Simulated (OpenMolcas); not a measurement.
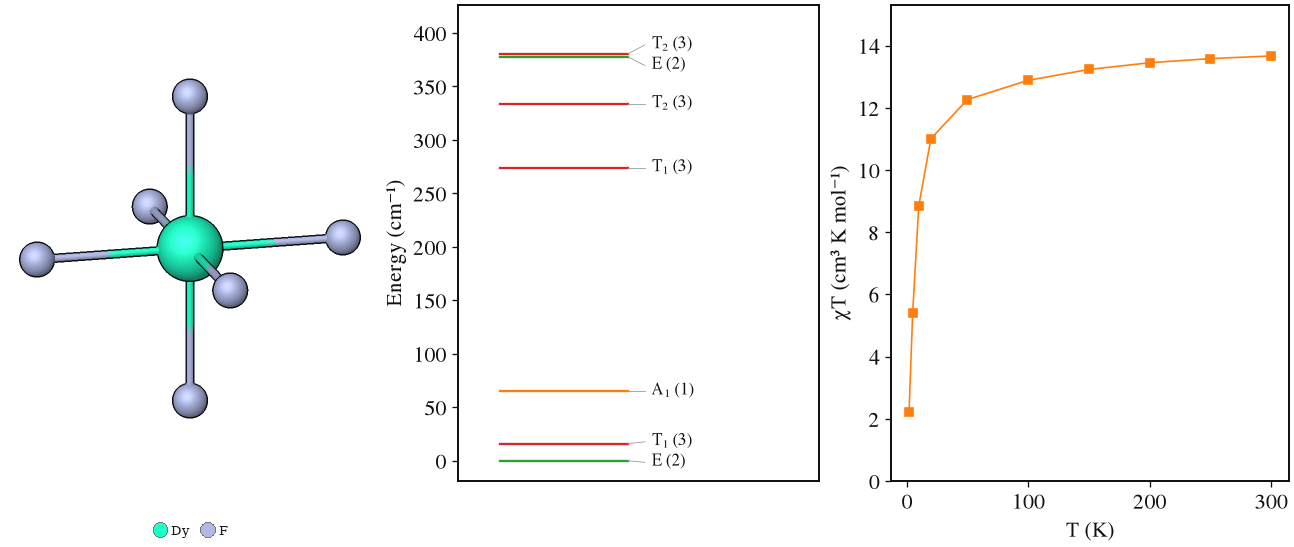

Dy²⁺ (4f¹⁰) as a dopant in KCdF₃, a cluster with its 6 nearest F⁻ at 2.199 Å (octahedron) embedded in model potentials and point charges; the geometry was set, not optimised, and its levels and susceptibility. Labels give the representation in O, Td, D4 or D3 as the site allows (double group for half-integer spin) where it could be assigned and, in brackets, the degeneracy; spin-free states, where drawn, share the zero of the spin-orbit levels. Level of the calculation: state-averaged CASSCF, active space 10 electrons in the shell 4f, basis ANO-RCC-VDZP on all atoms, DKH2 scalar Hamiltonian, spin-orbit coupling by RASSI with atomic mean-field integrals (OpenMolcas). Powder susceptibility by Van Vleck's formula.

Q: Describe the ground state and the low levels.

A: The ground level is E, doubly degenerate, 95 % from states of spin multiplicity 5, effective J = 8.00, with |mJ| = 2 the largest share (50 %). Its principal g values are all close to zero. The next level lies at 16 cm⁻¹ (T₁). The lowest J multiplet spreads over 381 cm⁻¹. χT is 2.22 cm³ K mol⁻¹ at 2 K and 13.7 at 300 K, an effective moment of 10.46 μB. The active orbitals hold 99 to 100 % metal character (Löwdin), and the Mulliken charge of the metal is +1.67.

Note: high states of lower spin left out of the spin-orbit mixing; the geometry is set by hand, with no relaxation and no charge compensation; spin-free states above about 43,000 cm⁻¹ are left out of the spin-orbit step.
